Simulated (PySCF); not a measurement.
# O3 (ozone): the cost of one run

Programs: PySCF 2.14.0, with density-fitted response routines of our own. Each step states its level of theory. These are calculated values for one molecule in the gas phase, unless marked as measured. Atoms are numbered from 0 throughout.

## 1. The starting structure

3 atoms, charge 0, multiplicity 1; geometry from: GFN2-xTB. The atoms were then displaced at random by about 0.03 Å, so the start is not that level's minimum.

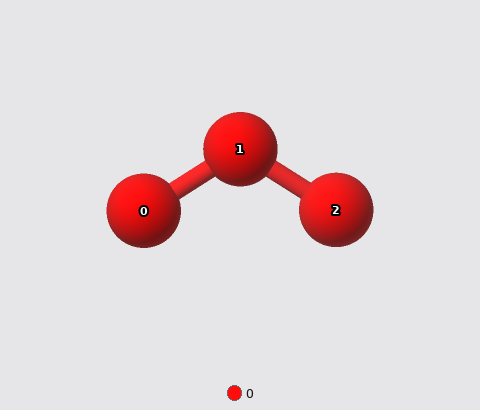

The starting geometry (oxygen red), atoms numbered; sticks join atoms by distance.

## 2. Optimising the geometry at PBE0-D3(BJ)/def2-SVP

What the job is given:

```
{"job": {"xc": "PBE0", "basis": "def2-SVP", "d3": "d3bj", "grid": 1, "shake": 0.03, "kind": "geom"}, "charge": 0, "multiplicity": 1}
O     -0.997550    -0.312760     0.007600
O     -0.020820     0.394150    -0.028680
O      1.024930    -0.183670    -0.023920
```

Started as:

```sh
OMP_NUM_THREADS=1 python probes_run.py task.json out
```

One launch serves the whole session: the jobs run in the order shown.

**Question.** How long does this first job take on 1 thread of Arm Neoverse V2, shared host, and how much memory does it need?

About 3.4 s, with a peak of 0.23 GiB.
